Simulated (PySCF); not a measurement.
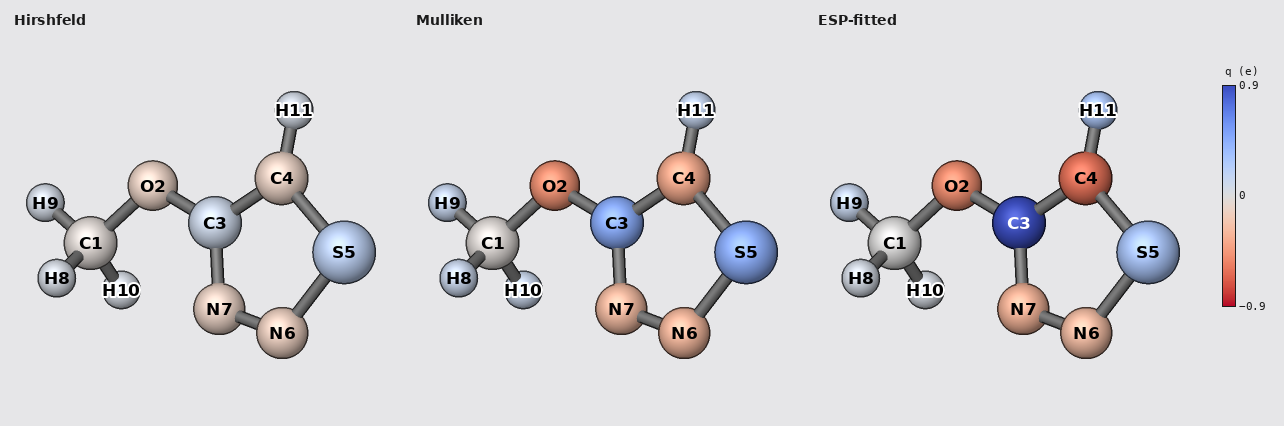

Atomic charges of one calculation by 3 schemes, on one colour scale. The geometry was computed by an optimisation with GFN2-xTB. No frequency run is at hand to confirm it as a minimum. Method: PBE0/pcSseg-1 (PySCF 2.14.0).

Which scheme gives the most polar picture (largest mean size of the charges)?

Answer. The ESP-fitted charges are the largest in size here, and the Hirshfeld charges the smallest.

On which atom do the schemes disagree most?

Answer. On C3 (from 0.10 to 0.89 e).

List the charges (e), one line for each set of equivalent atoms.

| atom | Hirshfeld | Mulliken | ESP-fitted |
| --- | --- | --- | --- |
| C1 | −0.03 | −0.02 | −0.01 |
| O2 | −0.11 | −0.47 | −0.50 |
| C3 | 0.10 | 0.45 | 0.89 |
| C4 | −0.11 | −0.36 | −0.61 |
| S5 | 0.18 | 0.44 | 0.28 |
| N6 | −0.13 | −0.28 | −0.26 |
| N7 | −0.11 | −0.27 | −0.30 |
| H8, H10 | 0.05 | 0.12 | 0.05 |
| H9 | 0.06 | 0.13 | 0.13 |
| H11 | 0.06 | 0.14 | 0.27 |
